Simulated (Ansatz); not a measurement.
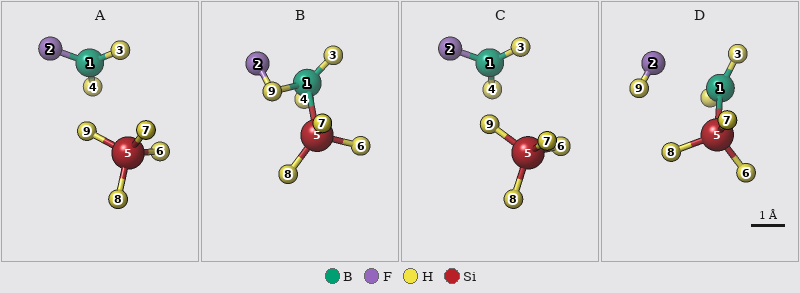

4 geometries from a converged minimum-energy path of BSiH6F, made up at the start of BH$_{2}$F and SiH$_{4}$, shuffled. The picture is a ball-and-stick view, seen from a free direction.

Level of theory: Ansatz 0.2.0, RKS B3LYP-D4/def2-TZVP. Run with 7 movable images; climbing image; force threshold 0.05 eV/Å; iteration limit 60; starting path through a guess of the saddle point.

### Which frame is the transition state?

B. In order along the path, whose images run from 0 to 8: A (image 0, 0.00 eV), C (image 1, 0.00 eV), B (image 5, +2.30 eV), D (image 7, +1.71 eV). Breaking: B1–F2 (1.32 → 1.68 at the top → 2.18 Å), Si5–H9 (1.48 → 1.96 at the top → 2.60 Å). Forming: B1–Si5 (3.59 → 2.14 at the top → 2.02 Å), F2–H9 (3.01 → 1.11 at the top → 0.94 Å).

Limits of the set-up: the start holds two separate molecules, 2.6 Å apart at their closest, whose relative position is a soft coordinate.

The run took 3 min on 4 threads of Arm Neoverse V1, on a shared host, peak memory 0.25 GiB.
